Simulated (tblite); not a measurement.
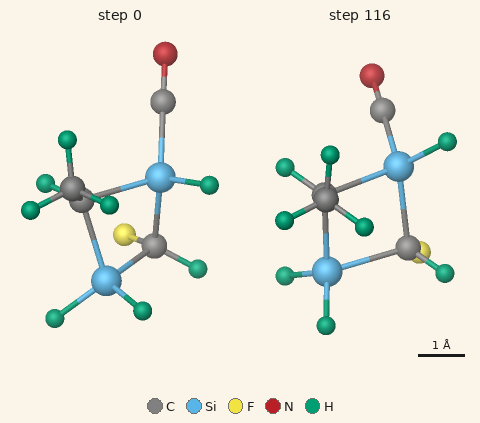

The structure of C4H8FNSi2 before (left) and after (right) a relaxation, at one scale.

A ball-and-stick model, seen from a free direction.

Theory: GFN2-xTB geometry optimisation, gas phase (tblite 0.8.0). 

### What changed between the two?

Over 116 geometry steps the energy falls by 43.1 kJ/mol. The atom that moves furthest after the best rigid fit is an H atom (1.39 Å). Largest moves by element: H 1.39 Å, F 1.30 Å, N 1.18 Å, C 0.69 Å, Si 0.57 Å. Among the contacts that change: C–F 1.335 → 1.390 Å, C–Si 1.901 → 1.944 Å, H–Si 1.500 → 1.462 Å, C–C 1.501 → 1.527 Å. Among the angles between lasting bonds that change: Si–C–Si 83.8° → 93.0°, C–Si–H 111.5° → 120.3°, F–C–H 113.6° → 104.9°. Groups turn about C–Si by about 45°, C–Si by about 45°, C–Si by about 40°. Cost: 0.95 s on 1 thread of Arm Neoverse V1 (shared host).
